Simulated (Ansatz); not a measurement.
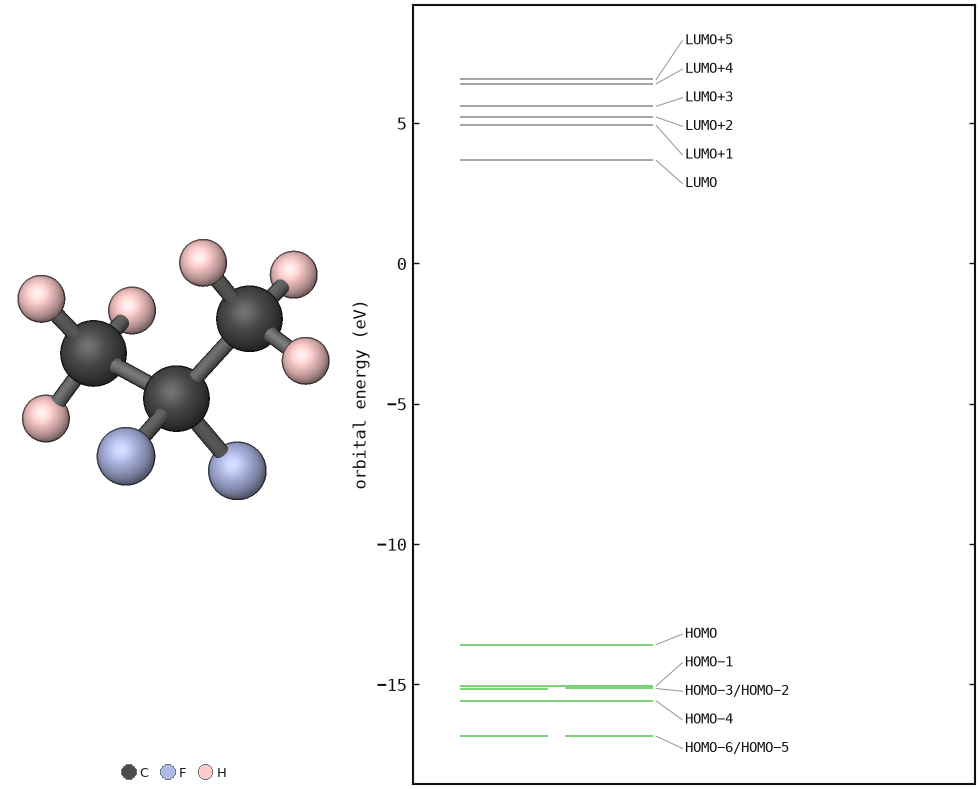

C₃H₆F₂, SMILES CC(C)(F)F. Hartree-Fock orbital energies near the frontier, HF/def2-TZVPP, the Ansatz code, at a PBE0-D4/def2-TZVP geometry (a minimum by its frequencies), isolated molecule; empty levels in grey, levels within 0.03 eV side by side.

Where do the frontier orbitals lie?

Answer. HOMO at −13.59 eV, LUMO at 3.67 eV, 17.25 eV apart.

List the levels.

Answer.
```tsv
orbital	energy (eV)
LUMO+5	6.55
LUMO+4	6.40
LUMO+3	5.60
LUMO+2	5.21
LUMO+1	4.91
LUMO	3.67
HOMO	−13.59
HOMO−1	−15.06
HOMO−2	−15.13
HOMO−3	−15.15
HOMO−4	−15.59
HOMO−5	−16.84
HOMO−6	−16.85
```

Known limits of this run: empty levels above zero depend strongly on the basis; empty levels above zero depend strongly on the basis.
